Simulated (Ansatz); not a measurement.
# SClO2F (sulfuryl chloride fluoride): CCSD/def2-SVP

What is the energy change on altering one bond length of SClO2F (sulfuryl chloride fluoride) at CCSD/def2-SVP? 

The calculation is run with Ansatz 0.2.0.

64 further runs of the same task are left out: 64 set aside as unsound or not needed.

## (1) The structure to begin with

SClO2F: 5 atoms, total charge 0, spin state singlet. As SMILES, `O=S(=O)(F)Cl`. Geometry: relaxed at PBE0-D4/def2-TZVP.

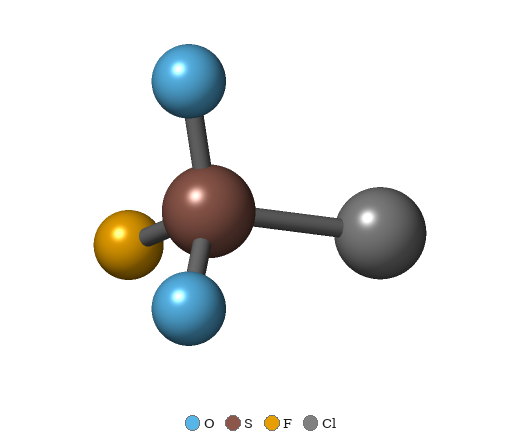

Viewed from a chosen angle; oxygen blue, sulfur brown, fluorine amber, chlorine grey.

## (2) The energy at CCSD/def2-SVP

Contents of molecule.yaml:

```yaml
crystal:
  periodic: [false, false, false]
  atoms:
    - symbol: O
      position_ang: [-0.123540, -0.162690, 1.503010]
    - symbol: S
      position_ang: [0.100210, -0.145140, 0.111160]
    - symbol: O
      position_ang: [1.158000, -0.828940, -0.522160]
    - symbol: F
      position_ang: [-1.214690, -0.608760, -0.568390]
    - symbol: Cl
      position_ang: [0.080010, 1.745540, -0.523620]
basis:
  gaussian:
    orbitals: def2-SVP
correlation:
  method: ccsd
  frozen_orbitals: {Cl: 5, F: 1, O: 1, S: 5}
accuracy: high
scf:
  omitted_lower_state_checks: [cluster_reference, increment]
```

Command:

```console
ansatz run molecule.yaml --threads 1 --pin off --max-ram 3480MiB --events-out events.jsonl --progress --plain --runs-dir runs
```

The log of the run:

```text
Warning: RAYON_NUM_THREADS=1 ignored (pool sized by the plan → 1); use --threads N
Functional definition: HF
  name "HF"
  exchange = exact_x
  correlation = 0
these checks for a lower state are left out or cut short: cluster_reference, increment
1568 factors; integrals over basis functions are off by at most 3.1e-9 eV
mean field evaluation 1: about -30078.0025 eV, gradient 6.0e1 eV
mean field evaluation 2: about -30078.1575 eV, gradient 6.1e1 eV
mean field evaluation 4: about -30084.7367 eV, gradient 3.3e0 eV
mean field evaluation 8: about -30084.7754 eV, gradient 3.5e-1 eV
mean field evaluation 16: about -30084.7759 eV, gradient 2.1e-8 eV
mean field -30084.77586267 eV, -1105.5951207596 hartree, gradient 2.3e-8 eV, S^2 0.000000; 0 other end points of the search recorded, 0 dependent functions left out
13 core orbitals not correlated: weight in the atoms' cores, before any rotation towards them, 1.000 or more for the frozen orbitals, at most 0.000 for the correlated occupied ones
reference -30084.77586267 eV, -1105.5951207596 hartree; 16, 16 occupied and 49, 49 virtual orbitals, 1568 factors
second order -22.72773616 eV of doubles, -0.00000000 eV of singles
cycle   1  -22.26660439 eV  change    4.6e-1 eV  update   1.3e-1
cycle   2  -22.84862218 eV  change   -5.8e-1 eV  update   4.0e-2
cycle   3  -22.99437589 eV  change   -1.5e-1 eV  update   1.9e-2
cycle   4  -22.98200406 eV  change    1.2e-2 eV  update   4.5e-3
cycle   5  -22.97845533 eV  change    3.5e-3 eV  update   2.0e-3
cycle   6  -22.97902773 eV  change   -5.7e-4 eV  update   5.4e-4
cycle   7  -22.97867121 eV  change    3.6e-4 eV  update   1.7e-4
cycle   8  -22.97857007 eV  change    1.0e-4 eV  update   5.3e-5
cycle   9  -22.97859142 eV  change   -2.1e-5 eV  update   2.2e-5
cycle  10  -22.97859293 eV  change   -1.5e-6 eV  update   7.6e-6
cycle  11  -22.97859153 eV  change    1.4e-6 eV  update   2.9e-6
cycle  12  -22.97859512 eV  change   -3.6e-6 eV  update   1.1e-6
cycle  13  -22.97859474 eV  change    3.7e-7 eV  update   4.1e-7
cycle  14  -22.97859517 eV  change   -4.3e-7 eV  update   1.6e-7
cycle  15  -22.97859528 eV  change   -1.0e-7 eV  update   6.9e-8
cycle  16  -22.97859526 eV  change    2.1e-8 eV  update   4.0e-8
cycle  17  -22.97859570 eV  change   -4.4e-7 eV  update   1.3e-7
cycle  18  -22.97859568 eV  change    2.5e-8 eV  update   3.1e-8
cycle  19  -22.97859569 eV  change   -1.9e-8 eV  update   9.8e-9
cycle  20  -22.97859569 eV  change    2.2e-9 eV  update   3.5e-9
Total energy: -30107.75445836 eV, -1106.4395685758 hartree
Checks for a lower state left out: cluster_reference, increment
```

Run time: 9.9 s. Hardware: 1 thread of Arm Neoverse V2, shared host; peak memory 0.34 GiB.

## (3) The distorted shape

Contents of in.yaml:

```yaml
crystal:
  periodic: [false, false, false]
  atoms:
    - symbol: O
      position_ang: [0.533872, 0.069107, 1.842765]
    - symbol: S
      position_ang: [0.757622, 0.086657, 0.450915]
    - symbol: O
      position_ang: [1.815412, -0.597143, -0.182405]
    - symbol: F
      position_ang: [-1.214690, -0.608760, -0.568390]
    - symbol: Cl
      position_ang: [0.737422, 1.977337, -0.183865]
basis:
  gaussian:
    orbitals: def2-SVP
accuracy: high
scf:
  omitted_lower_state_checks: [cluster_reference, increment]
correlation:
  method: ccsd
  frozen_orbitals: {Cl: 5, F: 1, O: 1, S: 5}
```

Command:

```console
ansatz run in.yaml --threads 1 --pin off --max-ram 3480MiB --events-out events.jsonl --progress --plain --runs-dir runs
```

The log of the run:

```text
Warning: RAYON_NUM_THREADS=1 ignored (pool sized by the plan → 1); use --threads N
[... 4 set-up lines as earlier in the session ...]
these checks for a lower state are left out or cut short: cluster_reference, increment
1518 factors; integrals over basis functions are off by at most 3.3e-9 eV
mean field evaluation 1: about -30072.2698 eV, gradient 6.4e1 eV
mean field evaluation 2: about -30072.3996 eV, gradient 6.4e1 eV
mean field evaluation 4: about -30080.9055 eV, gradient 5.6e0 eV
mean field evaluation 8: about -30081.0346 eV, gradient 9.2e-1 eV
mean field evaluation 16: about -30081.0395 eV, gradient 2.6e-8 eV
mean field -30081.03950310 eV, -1105.4578120779 hartree, gradient 1.6e-8 eV, S^2 0.000000; 0 other end points of the search recorded, 0 dependent functions left out; unrestricted orbitals would lower it
13 core orbitals not correlated: weight in the atoms' cores, before any rotation towards them, 1.000 or more for the frozen orbitals, at most 0.000 for the correlated occupied ones
reference -30081.03950310 eV, -1105.4578120779 hartree; 16, 16 occupied and 49, 49 virtual orbitals, 1518 factors
second order -24.00270658 eV of doubles, -0.00000000 eV of singles
cycle   1  -22.89060319 eV  change     1.1e0 eV  update   1.9e-1
cycle   2  -23.71735028 eV  change   -8.3e-1 eV  update   9.0e-2
cycle   3  -23.96719372 eV  change   -2.5e-1 eV  update   3.9e-2
cycle   4  -24.00622777 eV  change   -3.9e-2 eV  update   1.6e-2
cycle   5  -23.98288646 eV  change    2.3e-2 eV  update   9.2e-3
cycle   6  -23.98563465 eV  change   -2.7e-3 eV  update   3.9e-3
cycle   7  -23.98699448 eV  change   -1.4e-3 eV  update   1.5e-3
cycle   8  -23.98587075 eV  change    1.1e-3 eV  update   5.9e-4
cycle   9  -23.98614404 eV  change   -2.7e-4 eV  update   2.3e-4
cycle  10  -23.98660893 eV  change   -4.6e-4 eV  update   1.0e-4
cycle  11  -23.98647689 eV  change    1.3e-4 eV  update   6.2e-5
cycle  12  -23.98642296 eV  change    5.4e-5 eV  update   4.0e-5
cycle  13  -23.98642887 eV  change   -5.9e-6 eV  update   3.2e-5
cycle  14  -23.98641705 eV  change    1.2e-5 eV  update   1.8e-5
cycle  15  -23.98644253 eV  change   -2.5e-5 eV  update   9.6e-6
cycle  16  -23.98645263 eV  change   -1.0e-5 eV  update   3.5e-6
cycle  17  -23.98644949 eV  change    3.1e-6 eV  update   2.0e-6
cycle  18  -23.98644719 eV  change    2.3e-6 eV  update   7.8e-7
cycle  19  -23.98644724 eV  change   -4.6e-8 eV  update   4.2e-7
cycle  20  -23.98644692 eV  change    3.2e-7 eV  update   2.0e-7
cycle  21  -23.98644693 eV  change   -8.0e-9 eV  update   1.1e-7
cycle  22  -23.98644698 eV  change   -5.6e-8 eV  update   6.1e-8
cycle  23  -23.98644637 eV  change    6.1e-7 eV  update   1.9e-7
cycle  24  -23.98644647 eV  change   -9.7e-8 eV  update   7.7e-8
cycle  25  -23.98644640 eV  change    7.2e-8 eV  update   3.3e-8
cycle  26  -23.98644639 eV  change    1.2e-8 eV  update   2.1e-8
cycle  27  -23.98644638 eV  change    3.5e-9 eV  update   9.8e-9
cycle  28  -23.98644638 eV  change    3.7e-9 eV  update   5.6e-9
cycle  29  -23.98644638 eV  change  -3.1e-10 eV  update   3.4e-9
Total energy: -30105.02594948 eV, -1106.3392977238 hartree
Checks for a lower state left out: cluster_reference, increment
```

Wall time 14 s (1 thread of Arm Neoverse V2, shared host); peak memory 0.34 GiB.

## (4) Summary of results

Level: CCSD/def2-SVP, 13 core orbitals frozen.

```
                                                         quantity           value
                                        first shape: total energy  -1106.43957 Eh
        first shape: correlation energy (13 core orbitals frozen)      -844.4 mEh
                                       first shape: T1 diagnostic           0.015
                                    distorted shape: total energy  -1106.33930 Eh
    distorted shape: correlation energy (13 core orbitals frozen)      -881.5 mEh
                                   distorted shape: T1 diagnostic           0.023
energy change with the S2–F4 bond stretched from 1.551 to 2.326 Å        2.729 eV
```

In words: With the S2–F4 bond stretched from 1.551 to 2.326 Å the energy rises by 2.73 eV (63 kcal/mol). The first shape isn't relaxed at this level, so the change isn't measured from a minimum. A restricted reference can't describe the breaking bond well at this length. The T1 diagnostic (distorted shape) of 0.023 is above the customary mark for such species, so a single reference may not serve. The restricted solution (distorted shape) is unstable to spin breaking: an unrestricted one lies lower.
